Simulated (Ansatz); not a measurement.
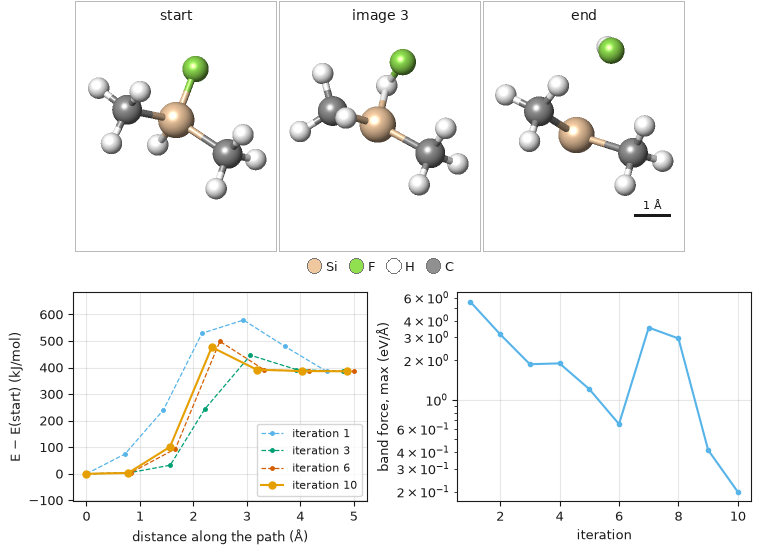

NEB run on C$_{2}$H$_{7}$FSi. Images are numbered from 0 (start) to 6 (end). The plot follows the band through its iterations. Style: ball-and-stick. Shown from a free direction.

Method: RHF/6-31G* in Ansatz 0.2.0. Set-up: 5 movable images; climbing image; force threshold 0.03 eV/Å; iteration limit 10; starting path through a guess of the saddle point.

### How did the profile develop, and is the result final?

The result isn't final. The band hadn't converged when the run stopped after 10 iterations. The largest component of the band force went from 5.6 to 0.2 eV/Å. The barrier read from it is provisional: over the last two iterations the highest image moved from 481.9 kJ/mol to 476.6 kJ/mol. The iteration limit was low. The first iteration put the highest image at 578.9 kJ/mol. Forward barrier 476.6 kJ/mol, backward barrier 90.8 kJ/mol, with image 3 at the top; the reaction energy is +385.9 kJ/mol.

Limits of the set-up: Hartree-Fock leaves out electron correlation.

The run took 56 s on 1 thread of Arm Neoverse V2, with other jobs on the host, peak memory 0.14 GiB.
